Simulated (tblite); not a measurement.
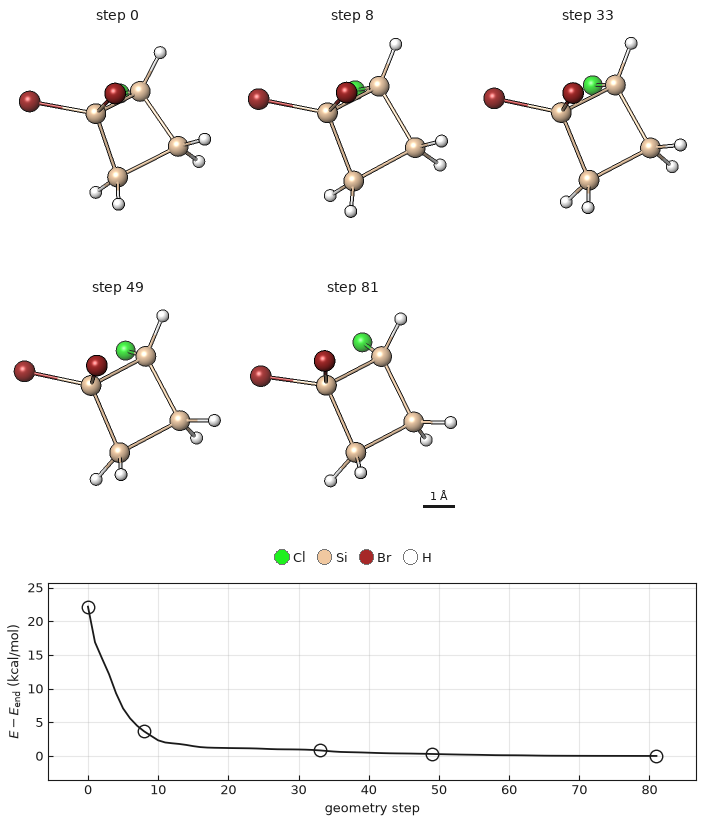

Frames of a relaxation of Si₄H₅Br₂Cl, marked on the history of the run. The picture is a ball-and-stick view, seen at a tilt.

All numbers below come from tblite, GFN2-xTB geometry optimisation, gas phase. 

### Describe the path.

The energy falls by 22.2 kcal/mol in 81 geometry steps. The largest move after the best rigid fit is that of a Br atom, 0.85 Å. Largest moves by element: Br 0.85 Å, H 0.83 Å, Cl 0.82 Å, Si 0.34 Å. Some distances before and after: Si–Si 3.059 → 3.419 Å, Si–Si 2.243 → 2.386 Å, Si–Si 2.261 → 2.365 Å, Cl–Si 2.077 → 2.043 Å. Among the angles between lasting bonds that change: Br–Si–Br 114.9° → 102.3°, Si–Si–H 111.8° → 123.3°, Cl–Si–H 115.7° → 105.0°. Groups turn about Si–Si by about 20°, Si–Si by about 20°. From step 0 to 8: an H atom moves most (0.30 Å), energy −18.5 kcal/mol. From step 8 to 33: a Br atom moves most (0.28 Å), energy −2.83 kcal/mol. From step 33 to 49: an H atom moves most (0.29 Å), energy −0.53 kcal/mol. From step 49 to 81: Cl and Br atoms move most (0.29 Å), energy −0.29 kcal/mol.

```json
{"step": "0", "E − E(0), kcal/mol": "0.00"}
{"step": "1", "E − E(0), kcal/mol": "-5.28"}
{"step": "2", "E − E(0), kcal/mol": "-7.68"}
{"step": "3", "E − E(0), kcal/mol": "-10.02"}
{"step": "4", "E − E(0), kcal/mol": "-12.85"}
{"step": "5", "E − E(0), kcal/mol": "-15.10"}
{"step": "6", "E − E(0), kcal/mol": "-16.58"}
{"step": "7", "E − E(0), kcal/mol": "-17.67"}
{"step": "8", "E − E(0), kcal/mol": "-18.51"}
{"step": "9", "E − E(0), kcal/mol": "-19.18"}
{"step": "10", "E − E(0), kcal/mol": "-19.84"}
{"step": "14", "E − E(0), kcal/mol": "-20.53"}
{"step": "17", "E − E(0), kcal/mol": "-20.92"}
{"step": "21", "E − E(0), kcal/mol": "-21.00"}
{"step": "25", "E − E(0), kcal/mol": "-21.09"}
{"step": "29", "E − E(0), kcal/mol": "-21.19"}
{"step": "32", "E − E(0), kcal/mol": "-21.27"}
{"step": "36", "E − E(0), kcal/mol": "-21.56"}
{"step": "40", "E − E(0), kcal/mol": "-21.68"}
{"step": "44", "E − E(0), kcal/mol": "-21.78"}
{"step": "47", "E − E(0), kcal/mol": "-21.83"}
{"step": "51", "E − E(0), kcal/mol": "-21.92"}
{"step": "55", "E − E(0), kcal/mol": "-21.99"}
{"step": "59", "E − E(0), kcal/mol": "-22.05"}
{"step": "62", "E − E(0), kcal/mol": "-22.07"}
{"step": "66", "E − E(0), kcal/mol": "-22.13"}
{"step": "70", "E − E(0), kcal/mol": "-22.14"}
{"step": "74", "E − E(0), kcal/mol": "-22.15"}
{"step": "77", "E − E(0), kcal/mol": "-22.15"}
{"step": "81", "E − E(0), kcal/mol": "-22.16"}
```
